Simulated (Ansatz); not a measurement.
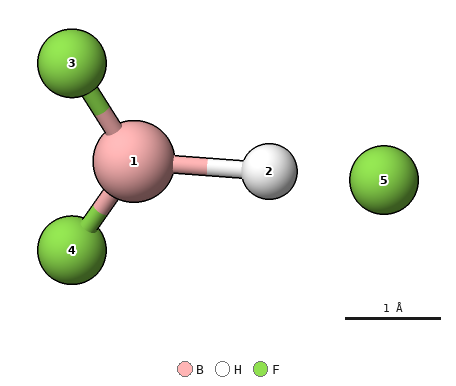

The starting structure (ball-and-stick view, seen at a tilt; atoms are numbered from 1 in the order of the input).

**Geometry relaxation, with input and output: BHF$_{3}$**

- system: BHF$_{3}$, multiplicity 2
- method: UKS PBE0/def2-SVPD (Ansatz 0.2.0)

The input holds or restrains some coordinates. It belongs to a series of runs on one base structure; here: pulled along the bonds that form and break, towards end A. Figures and captions count atoms from 1; the log counts them from 0 in places.

Output:
```
The last accepted step is kept in [file] (removed where the run ends without a failure and the disk answers)
Engine: ansatz 0.2.0, aarch64-unknown-linux-gnu
Functional definition: PBE0
  parameter a = 0.25
  parameter kappa = 0.804
  parameter beta = 0.06672455060314922
  exchange = (1 - a)*pbe_x(kappa = kappa, mu = beta*pi^2/3) + a*exact_x
  correlation = pbe_c(beta = beta)
778 factors; their error is unknown
mean field evaluation 1: about -8825.1647 eV, gradient 3.1e1 eV
mean field evaluation 2: about -8817.3110 eV, gradient 5.9e1 eV
mean field evaluation 4: about -8828.4295 eV, gradient 3.2e0 eV
mean field evaluation 8: about -8828.4659 eV, gradient 2.5e-2 eV
mean field evaluation 16: about -8828.5278 eV, gradient 4.9e-5 eV
mean field -8828.52776627 eV, -324.4424112195 hartree, gradient 4.8e-5 eV, S^2 0.757484; 0 other end points of the search recorded, 0 dependent functions left out
the calculation of the forces begins
reference -8828.52780108 eV, -324.4424124988 hartree; 17, 16 occupied and 80, 81 virtual orbitals, 778 factors
relax step   1: F+E_penalty+E_count = -8828.52776627 eV  Δ(F+E_penalty+E_count) = +0.000e0 eV  max|allowed force component| = 2.072e0 eV/Å  E_restraint = 13.08750000 eV  max|allowed force component, restraints' pulls added| = 3.274e1 eV/Å  Δτ_max = 0.0000 Å  (31 SCF iters, accepted)
  distance H 1 - F 4 = 1.2200 Å
  distance B 0 - H 1 = 1.4400 Å
these checks for a lower state are left out or cut short: starts, cluster_reference, orbital_swaps, neighbouring_geometries, increment
778 factors; their error is unknown
mean field -8828.14486727 eV, -324.4283399405 hartree, gradient 1.2e-5 eV, S^2 0.755743; 0 other end points of the search recorded, 0 dependent functions left out
the calculation of the forces begins
reference -8828.14490334 eV, -324.4283412662 hartree; 17, 16 occupied and 80, 81 virtual orbitals, 778 factors
relax step   2: F+E_penalty+E_count = -8828.14486727 eV  Δ(F+E_penalty+E_count) = +3.829e-1 eV  max|allowed force component| = 6.896e-1 eV/Å  E_restraint = 3.86997821 eV  max|allowed force component, restraints' pulls added| = 1.686e1 eV/Å  Δτ_max = 0.1999 Å  (57 SCF iters, accepted)
  distance H 1 - F 4 = 1.6167 Å
  distance B 0 - H 1 = 1.2584 Å
these checks for a lower state are left out or cut short: starts, cluster_reference, orbital_swaps, neighbouring_geometries, increment
778 factors; their error is unknown
mean field evaluation 32: about -8827.9067 eV, gradient 4.0e-4 eV
mean field -8827.90666356 eV, -324.4195861158 hartree, gradient 1.3e-5 eV, S^2 0.752801; 0 other end points of the search recorded, 0 dependent functions left out
the calculation of the forces begins
reference -8827.90670139 eV, -324.4195875059 hartree; 17, 16 occupied and 80, 81 virtual orbitals, 778 factors
relax step   3: F+E_penalty+E_count = -8827.90666356 eV  Δ(F+E_penalty+E_count) = +2.382e-1 eV  max|allowed force component| = 2.390e0 eV/Å  E_restraint = 0.43606332 eV  max|allowed force component, restraints' pulls added| = 4.585e0 eV/Å  Δτ_max = 0.1949 Å  (50 SCF iters, accepted)
  distance H 1 - F 4 = 1.9584 Å
  distance B 0 - H 1 = 1.1356 Å
these checks for a lower state are left out or cut short: starts, cluster_reference, orbital_swaps, neighbouring_geometries, increment
778 factors; their error is unknown
mean field -8827.93842340 eV, -324.4207532685 hartree, gradient 5.0e-6 eV, S^2 0.752318; 0 other end points of the search recorded, 0 dependent functions left out
the calculation of the forces begins
reference -8827.93846110 eV, -324.4207546538 hartree; 17, 16 occupied and 80, 81 virtual orbitals, 778 factors
relax step   4: F+E_penalty+E_count = -8827.93842340 eV  Δ(F+E_penalty+E_count) = -3.176e-2 eV  max|allowed force component| = 1.131e0 eV/Å  E_restraint = 0.00181833 eV  max|allowed force component, restraints' pulls added| = 8.237e-1 eV/Å  Δτ_max = 0.1914 Å  (49 SCF iters, accepted)
  distance H 1 - F 4 = 2.1159 Å
  distance B 0 - H 1 = 1.2002 Å
these checks for a lower state are left out or cut short: starts, cluster_reference, orbital_swaps, neighbouring_geometries, increment
778 factors; their error is unknown
mean field evaluation 64: about -8827.9592 eV, gradient 1.1e-6 eV
mean field -8827.95923328 eV, -324.4215180175 hartree, gradient 1.1e-6 eV, S^2 0.752368; 0 other end points of the search recorded, 0 dependent functions left out
the calculation of the forces begins
reference -8827.95927103 eV, -324.4215194048 hartree; 17, 16 occupied and 80, 81 virtual orbitals, 778 factors
relax step   5: F+E_penalty+E_count = -8827.95923328 eV  Δ(F+E_penalty+E_count) = -2.081e-2 eV  max|allowed force component| = 3.967e-1 eV/Å  E_restraint = 0.00141897 eV  max|allowed force component, restraints' pulls added| = 2.472e-1 eV/Å  Δτ_max = 0.0171 Å  (49 SCF iters, accepted)
  distance H 1 - F 4 = 2.1116 Å
  distance B 0 - H 1 = 1.1950 Å
these checks for a lower state are left out or cut short: starts, cluster_reference, orbital_swaps, neighbouring_geometries, increment
778 factors; their error is unknown
mean field -8827.95962118 eV, -324.4215322723 hartree, gradient 1.4e-6 eV, S^2 0.752377; 0 other end points of the search recorded, 0 dependent functions left out
the calculation of the forces begins
reference -8827.95965894 eV, -324.4215336600 hartree; 17, 16 occupied and 80, 81 virtual orbitals, 778 factors
relax step   6: F+E_penalty+E_count = -8827.95962118 eV  Δ(F+E_penalty+E_count) = -3.879e-4 eV  max|allowed force component| = 3.816e-1 eV/Å  E_restraint = 0.00121248 eV  max|allowed force component, restraints' pulls added| = 2.513e-2 eV/Å  Δτ_max = 0.0022 Å  (49 SCF iters, accepted)
  distance H 1 - F 4 = 2.1134 Å
  distance B 0 - H 1 = 1.1961 Å
778 factors; their error is unknown
mean field evaluation 96: about -8827.9596 eV, gradient 1.1e-4 eV
```

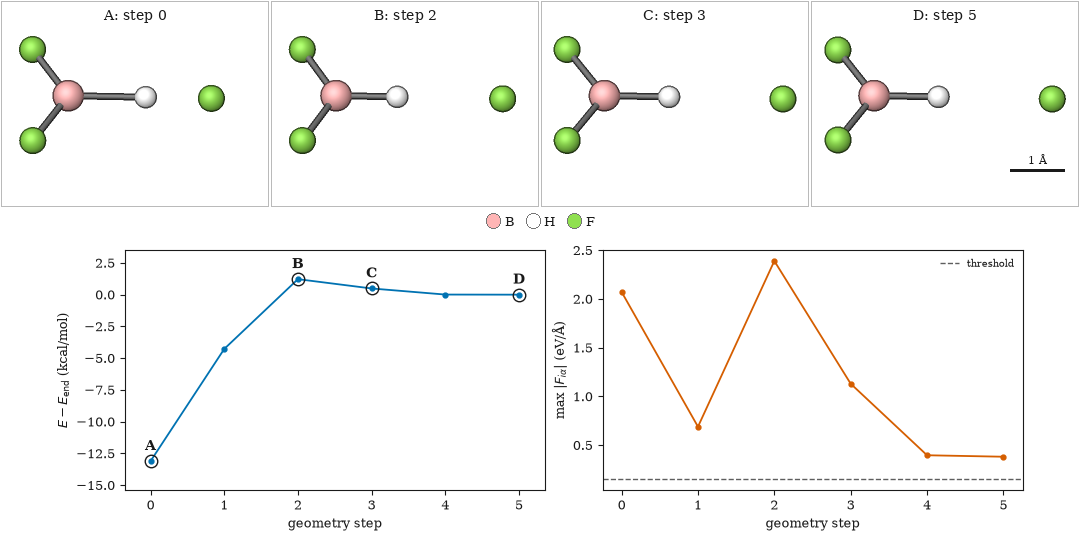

Frames of the restrained relaxation (ball-and-stick view, seen at a tilt) above the curves, on which the letters mark them (the first geometry is step 0 here and step 1 in the log).

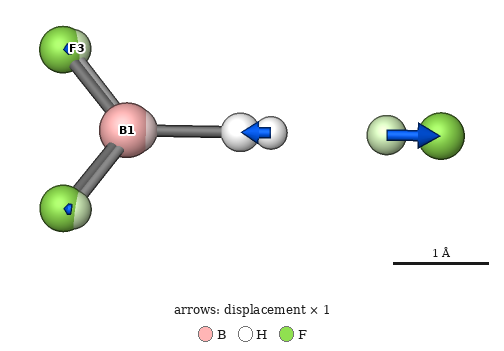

Start (faint) and end (solid) with the displacements as blue arrows, at true length (ball-and-stick view, seen at a tilt). The two geometries are laid on each other by the best rigid fit. Over 5 geometry steps the energy rises by 13.1 kcal/mol. Largest force component: 2.1 eV/Å at the start, 0.38 eV/Å at the end. The atom that moves furthest after the best rigid fit is F5 (0.57 Å). Largest moves by element: F 0.57 Å, H 0.32 Å, B 0.08 Å. Distances before and after: B1–H2 1.440 → 1.196 Å, B1–F3 1.320 → 1.314 Å. (Atoms are counted from 1 in the order of the input.)

```
mean field -8827.95962118 eV, -324.4215322723 hartree, gradient 1.4e-6 eV, S^2 0.752377; 3 other end points of the search recorded, 0 dependent functions left out
the calculation of the forces begins
reference -8827.95965894 eV, -324.4215336600 hartree; 17, 16 occupied and 80, 81 virtual orbitals, 778 factors
Total energy: -8827.95965894 eV, -324.4215336600 hartree
Atom 0 at    -0.000000    -0.000002    -0.076492 Å, force    -0.000000    -0.000000    -0.207202 eV/Å
Atom 1 at    -0.000000    -0.000001     1.119577 Å, force     0.000000    -0.000000     0.381607 eV/Å
Atom 2 at     1.129235     0.000001    -0.748015 Å, force     0.017298     0.000000     0.008151 eV/Å
Atom 3 at    -1.129235     0.000001    -0.748015 Å, force    -0.017298     0.000000     0.008151 eV/Å
Atom 4 at     0.000000     0.000001     3.232944 Å, force    -0.000000     0.000000    -0.190708 eV/Å
Dipole moment:    -0.000000     0.000000     0.056238 e Å
```

Trajectory as extended XYZ (Å, eV, eV/Å), 6 frames, from step=1 to step=6:
```
5
Properties=species:S:1:pos:R:3:forces:R:3 step=1 energy=-8828.52777
B     0.0000    0.0000    0.0000    0.0000   0.0000  -1.1507
H     0.0000    0.0000    1.4400    0.0000   0.0000   1.7597
F     1.1431    0.0000   -0.6600   -0.6558   0.0000   0.7315
F    -1.1431    0.0000   -0.6600    0.6558   0.0000   0.7315
F     0.0000    0.0000    2.6600    0.0000   0.0000  -2.0721
5
Properties=species:S:1:pos:R:3:forces:R:3 step=2 energy=-8828.14487
B     0.0000    0.0000   -0.0152    0.0000   0.0000   0.3435
H     0.0000    0.0000    1.2432    0.0000   0.0000   0.2913
F     1.1418    0.0000   -0.6540   -0.1310   0.0000   0.0274
F    -1.1418    0.0000   -0.6540    0.1310   0.0000   0.0274
F     0.0000    0.0000    2.8599    0.0000   0.0000  -0.6896
5
Properties=species:S:1:pos:R:3:forces:R:3 step=3 energy=-8827.90666
B     0.0000    0.0000   -0.0393    0.0000   0.0000  -1.0515
H     0.0000    0.0000    1.0964    0.0000   0.0000   2.3901
F     1.1427    0.0000   -0.6659    0.2192   0.0000  -0.5379
F    -1.1427    0.0000   -0.6659   -0.2192   0.0000  -0.5379
F     0.0000    0.0000    3.0548    0.0000   0.0000  -0.2628
5
Properties=species:S:1:pos:R:3:forces:R:3 step=4 energy=-8827.93842
B     0.0000    0.0000   -0.0700    0.0000   0.0000  -1.1306
H     0.0000    0.0000    1.1302    0.0000   0.0000   0.2011
F     1.1408    0.0000   -0.7632   -0.7676   0.0000   0.5511
F    -1.1408    0.0000   -0.7632    0.7676   0.0000   0.5511
F     0.0000    0.0000    3.2461    0.0000   0.0000  -0.1727
5
Properties=species:S:1:pos:R:3:forces:R:3 step=5 energy=-8827.95923
B     0.0000    0.0000   -0.0742    0.0000   0.0000  -0.3967
H     0.0000    0.0000    1.1207    0.0000   0.0000   0.3966
F     1.1307    0.0000   -0.7494   -0.1015   0.0000   0.0940
F    -1.1307    0.0000   -0.7494    0.1015   0.0000   0.0940
F     0.0000    0.0000    3.2324    0.0000   0.0000  -0.1878
5
Properties=species:S:1:pos:R:3:forces:R:3 step=6 energy=-8827.95962
B     0.0000    0.0000   -0.0765    0.0000   0.0000  -0.2072
H     0.0000    0.0000    1.1196    0.0000   0.0000   0.3816
F     1.1292    0.0000   -0.7480    0.0173   0.0000   0.0082
F    -1.1292    0.0000   -0.7480   -0.0173   0.0000   0.0082
F     0.0000    0.0000    3.2329    0.0000   0.0000  -0.1907
```

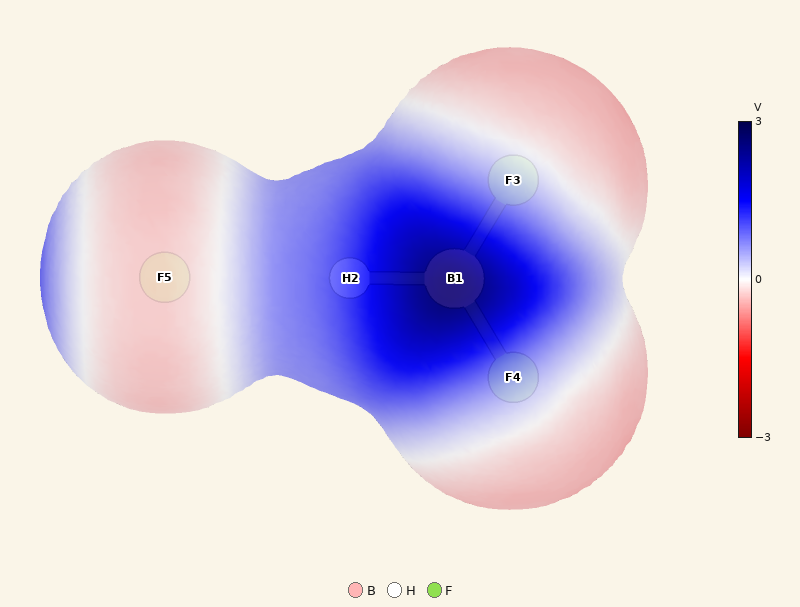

The molecular electrostatic potential painted on the density surface at 0.002 e/bohr³, seen face on; red is negative and blue positive.

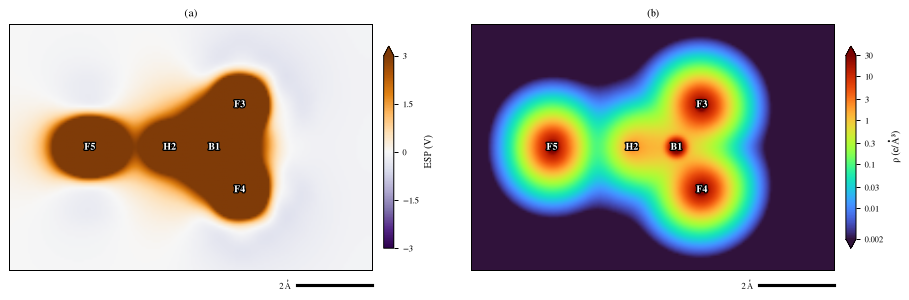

(a) molecular electrostatic potential; (b) electron density on the molecular plane. Atoms in the plane: B, H and F. B–F (1.31 Å): ρ is about 2.3 e/Å³ halfway.

The run was set up as follows.

Input file:
```yaml
crystal:
  periodic: [false, false, false]
  atoms:
    - { symbol: B, position_ang: [0.0, 0.0, 0.0] }
    - { symbol: H, position_ang: [0.0, 0.0, 1.44] }
    - { symbol: F, position_ang: [1.1431, 0.0, -0.66] }
    - { symbol: F, position_ang: [-1.1431, 0.0, -0.66] }
    - { symbol: F, position_ang: [0.0, 0.0, 2.66] }
magnetization:
  spin_polarized: true
  initial_magnetization: 1
basis:
  gaussian: { orbitals: def2-SVPD }
hamiltonian:
  xc: pbe0
relax:
  f_tol: 0.15
  max_steps: 25
  restrain:
    - { distance: [1, 4], at: 2.12, k: 30.0 }
    - { distance: [0, 1], at: 1.19, k: 30.0 }
output:
  orbitals: {}
```

Command:
```bash
ansatz run input.yaml --threads 4 --pin off --max-ram 5120MiB --backend cpu --events-out ev --progress --plain --runs-dir out
```

Summary:

```tsv
quantity	value
outcome	converged under the restraints of the input
total energy	−8827.9597 eV
mean-field energy	−8827.9597 eV
⟨S²⟩	0.752
largest force (length of the vector) at the end, held atoms and coordinates included	0.382 eV/Å
hardware	4 threads of Arm Neoverse V1, 24 GiB of memory available, shared host
wall time	14 s (CPU time 52 s)
peak memory	0.27 GiB
```
